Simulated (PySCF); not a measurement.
C₄H₁₀AlB (SMILES B[C@H]1C[CH2][AlH][CH2]1)

| atom | x (Å) | y (Å) | z (Å) |
| --- | --- | --- | --- |
| B | -2.1213 | 0.2080 | 0.3155 |
| C | -0.6146 | -0.1017 | 0.5114 |
| C | 0.0826 | -1.1434 | -0.3800 |
| C | 1.6208 | -1.0615 | -0.2291 |
| Al | 1.7187 | 0.9284 | -0.1595 |
| C | -0.2234 | 1.3572 | 0.0709 |
| H | -2.6248 | 0.0175 | -0.7251 |
| H | -2.7450 | 0.6836 | 1.1856 |
| H | -0.2739 | -0.2533 | 1.5416 |
| H | -0.2887 | -2.1390 | -0.1227 |
| H | -0.1937 | -0.9486 | -1.4200 |
| H | 1.9202 | -1.5767 | 0.6936 |
| H | 2.1139 | -1.6026 | -1.0431 |
| H | 2.8949 | 1.9196 | -0.2428 |
| H | -0.7608 | 1.6380 | -0.8443 |
| H | -0.5124 | 2.0835 | 0.8366 |

Geometry: GFN2-xTB.

Computed with PBE0/def2-SVPD, SCF density, gas phase (PySCF).

### Predict the electron density and electron localisation function between the atoms.

C–Al (1.99 Å): the density is about 0.68 e/Å³ at the midpoint; the ELF peaks at about 0.95 between the atoms: a polar covalent bond.
Al–H (1.54 Å): ρ at the midpoint is about 0.58 e/Å³; the ELF climbs to about 1 towards the hydrogen.

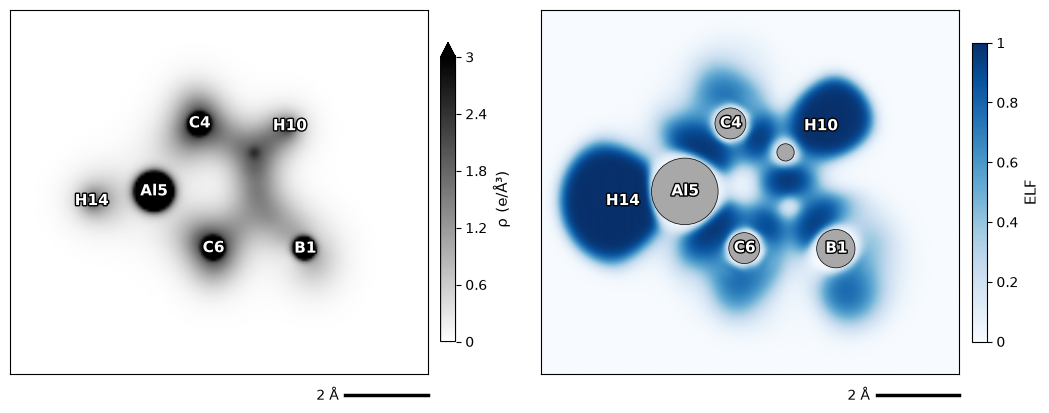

Computed electron density and electron localisation function on the plane of atoms C4, Al5 and H14, in this order. Grey discs cover the atomic cores in the ELF map. 
